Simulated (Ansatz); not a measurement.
## Electronic structure of ClGeH3O3···HF in real space

The calculation's input:

```
crystal:
  periodic: [false, false, false]
  atoms:
    - { symbol: Ge, position_ang: [0.0, 0.0, 0.0] }
    - { symbol: Cl, position_ang: [0.0, 0.0, 2.57] }
    - { symbol: O, position_ang: [1.6691, 0.0, -0.5894] }
    - { symbol: H, position_ang: [1.9855, -0.9521, -0.7061] }
    - { symbol: O, position_ang: [-0.8337, 1.4443, -0.5894] }
    - { symbol: H, position_ang: [-1.7915, 1.2136, -0.8118] }
    - { symbol: O, position_ang: [-0.8337, -1.4443, -0.5894] }
    - { symbol: H, position_ang: [-1.2883, -1.91, 0.183] }
    - { symbol: F, position_ang: [1.0384, 1.566, 0.6243] }
    - { symbol: H, position_ang: [0.7765, 1.1711, 1.7575] }
basis:
  gaussian: { orbitals: def2-SVP }
hamiltonian:
  xc: pbe0
  dispersion: d4
relax:
  f_tol: 0.15
  max_steps: 25
  restrain:
    - { distance: [0, 8], at: 2.88, k: 30.0 }
    - { distance: [9, 1], at: 2.57, k: 30.0 }
    - { distance: [0, 1], at: 2.22, k: 30.0 }
    - { distance: [9, 8], at: 0.92, k: 30.0 }
output:
  orbitals: {}
```

Command:

```sh
ansatz run input.yaml --threads 4 --pin off --max-ram 5120MiB --backend cpu --events-out ev --progress --plain --runs-dir out
```

The fields are those of the run's last geometry, not of the input's.

Level of theory: RKS PBE0-D4/def2-SVP in Ansatz 0.2.0.

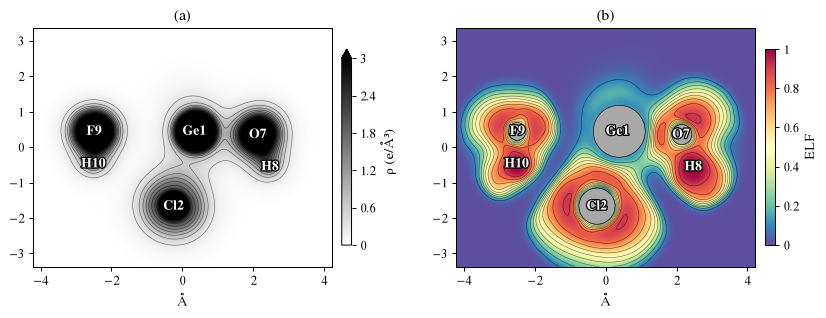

Figure 1. (a) electron density; (b) ELF on the plane of atoms Ge1, O7 and H8. Grey discs cover the atomic cores in the ELF map.

### Interpret the plot.

- The section cuts through Ge, Cl, O, H and F sites.
- Ge1···F9 (2.88 Å): the density falls to about 0.08 e/Å³ on the way; the ELF dips to about 0 between them.
- Ge–O (1.77 Å): ρ at the midpoint is about 0.99 e/Å³; the ELF peaks at about 0.85 in the valence shell of O, 0.6 Å from its nucleus, and is about 0.35 at the midpoint.
- Ge–Cl (2.21 Å): ρ at the midpoint is about 0.67 e/Å³; the ELF peaks at about 0.85 in the valence shell of Cl, 0.9 Å from its nucleus, and is about 0.65 at the midpoint.
- F–H (0.92 Å): ρ is about 4.6 e/Å³ halfway; the ELF climbs to about 1 towards the hydrogen, as it does in any bond to H (an ordinary covalent bond to hydrogen).
- O–H (0.96 Å): ρ is about 3.7 e/Å³ halfway; the ELF climbs to about 1 towards the hydrogen: a covalent bond by its length.
- The ELF also peaks beside Cl2, F9 and O7, away from the bonds: lone-pair regions.

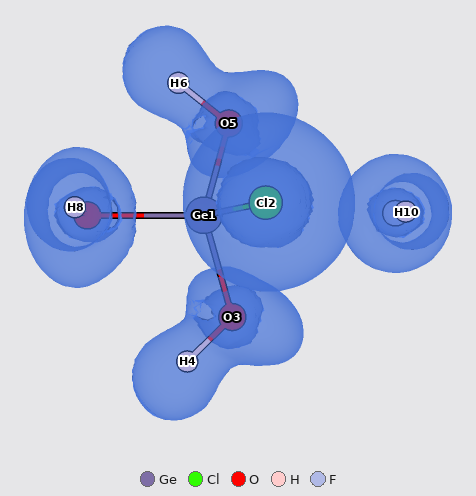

Figure 2. Isosurface of the ELF at 0.75 (blue), seen at a tilt. Core shells and regions of very low density are left out.

### Where are the electrons localised?

The surface consists of one region wrapped around Cl (its valence shell), one joined region spread over several atoms (F, H), in which their bonds and any lone pairs are merged and three joined regions spread over several atoms (H, O), in which their bonds and any lone pairs are merged. Along the contacts the grid gives the following. Ge–O (1.74 Å): the ELF peaks at about 0.85 in the valence shell of O, 0.6 Å from its nucleus, and is about 0.35 at the midpoint.

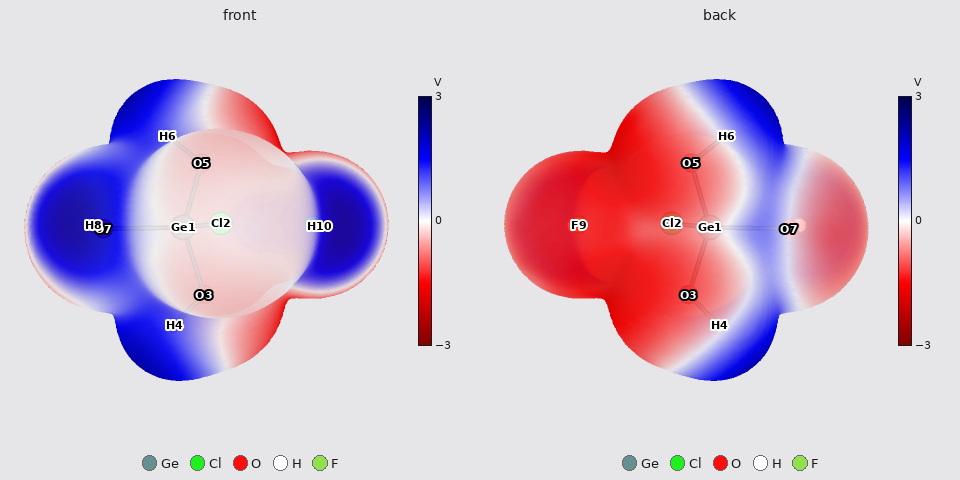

Figure 3. The electrostatic potential painted on the density surface at 0.001 e/bohr³, seen from the front and from behind; the colour scale runs from red (negative) to blue (positive).

### Where is the surface potential most negative and most positive?

The most negative region (about −1.7 V) lies over the gap between the two molecules, near O3 and F9, the most positive (about +2.2 V) over H4, H6, H8 and H10.
